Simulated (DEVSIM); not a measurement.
Structure: Al/SiO2/p-InP capacitor, at 350 K.

| layer (left to right) | material | thickness (nm) | Na (cm⁻³) |
|---|---|---|---|
| 1 | SiO2 | 1.10 | - |
| 2 | InP | 9700 | 4.1e15 |

Metal gate on the left, work function 4.1 eV. Fixed charge at the semiconductor interface -3.8e10 cm⁻² (in units of +e); no interface traps.

This is a model device: material constants are rounded textbook-type values typed into the input, and sizes, dopings and lifetimes were drawn at random. Values at 300 K; Nc and Nv go as T^1.5, mobilities as T to minus their exponent, the gap by Varshni's rule with the affinity fixed.

```tsv
parameter	SiO2	InP
gap (eV)	9	1.344
affinity (eV)	0.9	4.38
permittivity	3.9	12.5
Nc (cm⁻³)	-	5.7e17
Nv (cm⁻³)	-	1.1e19
Varshni α (eV/K)	-	0.000363
Varshni β (K)	-	162
```

Model (solved in DEVSIM): 1D Poisson equation in equilibrium, Boltzmann statistics, complete ionisation; no quantum confinement or tunnelling. Metal contacts follow the ideal Schottky-Mott rule: no Fermi-level pinning, no interface dipoles.

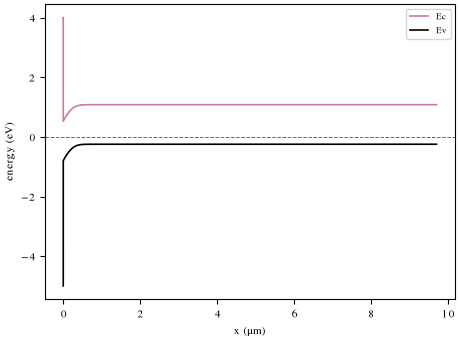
*Band edges at -0.8 V on the gate*

Energies count from the Fermi level of the right contact; mesh points crowd at the junctions.

```json
[
 {"x (μm)": "0.000", "Ec (eV)": "4.000", "Ev (eV)": "-5.000", "n (cm⁻³)": "< 1e2", "p (cm⁻³)": "< 1e2", "field (V/cm)": "97000"},
 {"x (μm)": "0.0006074", "Ec (eV)": "4.006", "Ev (eV)": "-4.994", "n (cm⁻³)": "< 1e2", "p (cm⁻³)": "< 1e2", "field (V/cm)": "97000"},
 {"x (μm)": "0.001362", "Ec (eV)": "0.531", "Ev (eV)": "-0.797", "n (cm⁻³)": "1.6e10", "p (cm⁻³)": "4.7e7", "field (V/cm)": "25000"},
 {"x (μm)": "0.003147", "Ec (eV)": "0.536", "Ev (eV)": "-0.792", "n (cm⁻³)": "1.4e10", "p (cm⁻³)": "5.4e7", "field (V/cm)": "25000"},
 {"x (μm)": "0.009112", "Ec (eV)": "0.550", "Ev (eV)": "-0.777", "n (cm⁻³)": "8.5e9", "p (cm⁻³)": "8.8e7", "field (V/cm)": "24000"},
 {"x (μm)": "0.01994", "Ec (eV)": "0.576", "Ev (eV)": "-0.751", "n (cm⁻³)": "3.6e9", "p (cm⁻³)": "2.1e8", "field (V/cm)": "24000"},
 {"x (μm)": "0.04355", "Ec (eV)": "0.631", "Ev (eV)": "-0.697", "n (cm⁻³)": "5.9e8", "p (cm⁻³)": "1.3e9", "field (V/cm)": "22000"},
 {"x (μm)": "0.1246", "Ec (eV)": "0.793", "Ev (eV)": "-0.535", "n (cm⁻³)": "2800000", "p (cm⁻³)": "2.7e11", "field (V/cm)": "18000"},
 {"x (μm)": "0.2718", "Ec (eV)": "0.987", "Ev (eV)": "-0.341", "n (cm⁻³)": "4400", "p (cm⁻³)": "1.7e14", "field (V/cm)": "8900"},
 {"x (μm)": "0.5928", "Ec (eV)": "1.081", "Ev (eV)": "-0.247", "n (cm⁻³)": "200", "p (cm⁻³)": "3.9e15", "field (V/cm)": "250"},
 {"x (μm)": "1.337", "Ec (eV)": "1.083", "Ev (eV)": "-0.245", "n (cm⁻³)": "180", "p (cm⁻³)": "4.1e15", "field (V/cm)": "≈ 0"},
 {"x (μm)": "3.824", "Ec (eV)": "1.083", "Ev (eV)": "-0.245", "n (cm⁻³)": "180", "p (cm⁻³)": "4.1e15", "field (V/cm)": "≈ 0"},
 {"x (μm)": "6.785", "Ec (eV)": "1.083", "Ev (eV)": "-0.245", "n (cm⁻³)": "180", "p (cm⁻³)": "4.1e15", "field (V/cm)": "≈ 0"},
 {"x (μm)": "8.364", "Ec (eV)": "1.083", "Ev (eV)": "-0.245", "n (cm⁻³)": "180", "p (cm⁻³)": "4.1e15", "field (V/cm)": "≈ 0"},
 {"x (μm)": "9.234", "Ec (eV)": "1.083", "Ev (eV)": "-0.245", "n (cm⁻³)": "180", "p (cm⁻³)": "4.1e15", "field (V/cm)": "≈ 0"},
 {"x (μm)": "9.488", "Ec (eV)": "1.083", "Ev (eV)": "-0.245", "n (cm⁻³)": "180", "p (cm⁻³)": "4.1e15", "field (V/cm)": "≈ 0"},
 {"x (μm)": "9.604", "Ec (eV)": "1.083", "Ev (eV)": "-0.245", "n (cm⁻³)": "180", "p (cm⁻³)": "4.1e15", "field (V/cm)": "≈ 0"},
 {"x (μm)": "9.659", "Ec (eV)": "1.083", "Ev (eV)": "-0.245", "n (cm⁻³)": "180", "p (cm⁻³)": "4.1e15", "field (V/cm)": "≈ 0"},
 {"x (μm)": "9.687", "Ec (eV)": "1.083", "Ev (eV)": "-0.245", "n (cm⁻³)": "180", "p (cm⁻³)": "4.1e15", "field (V/cm)": "≈ 0"},
 {"x (μm)": "9.695", "Ec (eV)": "1.083", "Ev (eV)": "-0.245", "n (cm⁻³)": "180", "p (cm⁻³)": "4.1e15", "field (V/cm)": "≈ 0"},
 {"x (μm)": "9.699", "Ec (eV)": "1.083", "Ev (eV)": "-0.245", "n (cm⁻³)": "180", "p (cm⁻³)": "4.1e15", "field (V/cm)": "≈ 0"},
 {"x (μm)": "9.701", "Ec (eV)": "1.083", "Ev (eV)": "-0.245", "n (cm⁻³)": "180", "p (cm⁻³)": "4.1e15", "field (V/cm)": "≈ 0"}
]
```
